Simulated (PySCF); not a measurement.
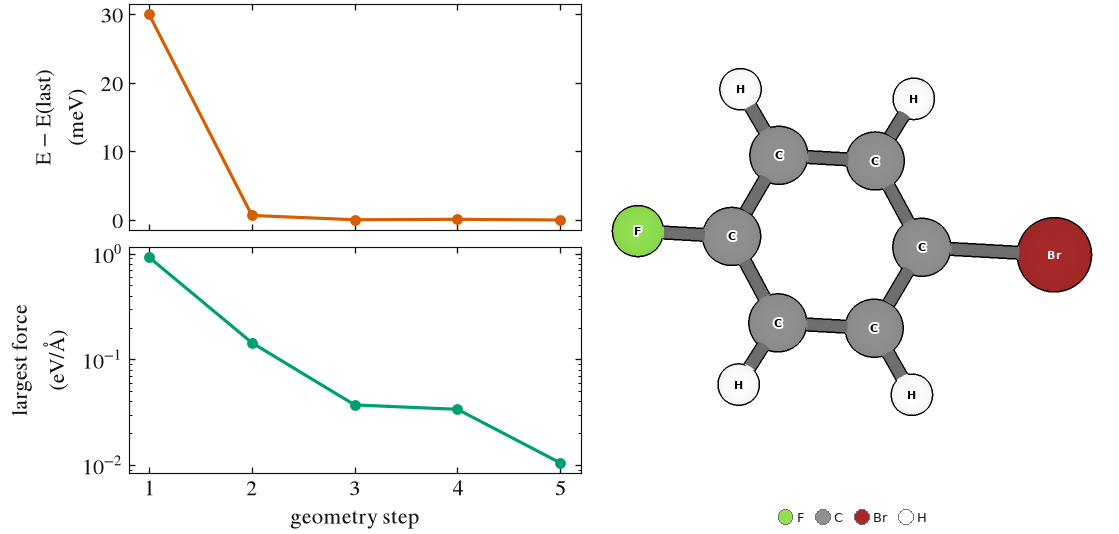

Beside the plot: the molecule at the start.

History of a geometry optimisation.

The run: 4-bromo-1-fluorobenzene (SMILES Fc1ccc(Br)cc1), by PySCF, PBE0-D3(BJ)/def2-SVP, geometry optimisation.

How did the optimisation end?

The optimisation met its thresholds at geometry 5, counting the start as the first. The energy fell by about 30 meV from the first step to the last. The largest force goes from about 0.92 eV/Å at the start to 0.01 eV/Å at the end.
